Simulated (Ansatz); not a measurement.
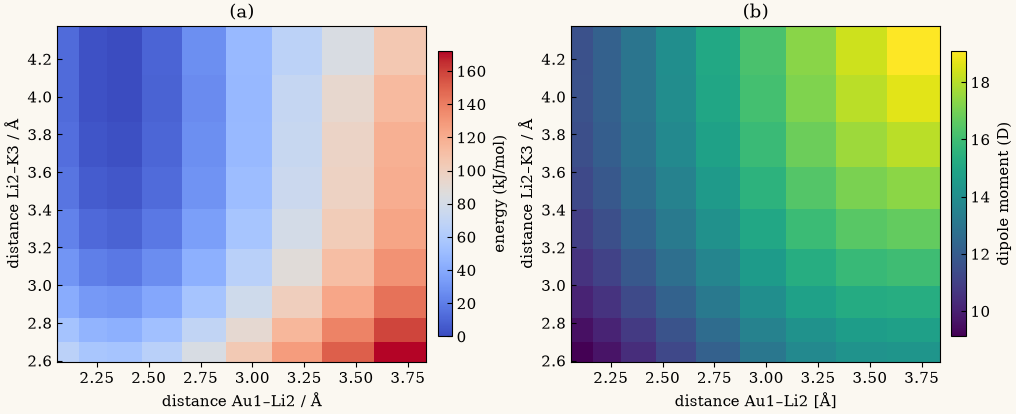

The system Au + LiK, spin multiplicity 2. Coordinates scanned: (1) distance Au1–Li2; (2) distance Li2–K3. Nothing is relaxed (the angle Au1–Li2–K3 is fixed at 180 degrees). The scan uses a 9 × 9 grid. All energies are given in kJ/mol relative to the lowest grid point. The D4 coefficients can switch as the alkali atoms part, which puts small steps into the map. All numbers below come from Ansatz, UKS PBE0-D4/def2-TZVPD.

Panel (a) is the energy; panel (b) is the computed dipole moment, in D.

Drawn: one coloured cell a grid point.

**How does the dipole moment vary over the map, and what is it at the lowest grid point?**

Leaving out the highest fifth of the energies, it runs from 9.1 D at distance Au1–Li2 = 2.112 Å, distance Li2–K3 = 2.648 Å to 18.3 D at distance Au1–Li2 = 3.457 Å, distance Li2–K3 = 4.248 Å. At the lowest grid point, distance Au1–Li2 = 2.376 Å, distance Li2–K3 = 3.993 Å, it is 13.0 D.
